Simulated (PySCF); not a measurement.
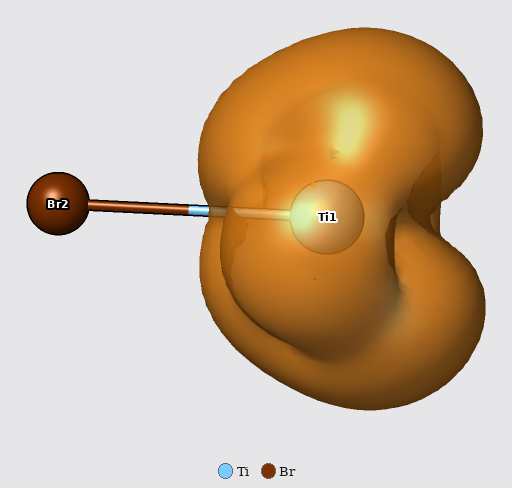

Figure 1: TiBr (quartet). Isosurfaces of the spin density (α minus β) at +0.04 (orange) and −0.04 e/Å³ (purple), seen from one side.

Level of theory: PBE0/def2-TZVPP, non-relativistic Hamiltonian with scalar-relativistic core potentials where named, at a bond length of 2.421 Å (PySCF).

```yaml
atoms:
  - { symbol: Ti, position_ang: [0.0000, 0.0000, -1.5060] }
  - { symbol: Br, position_ang: [0.0000, 0.0000, 0.9150] }
```

### Which atoms carry the spin?

The unpaired spin (3 electrons) lies mostly on Ti1 (about 3.0), in electrons by Hirshfeld's partition.
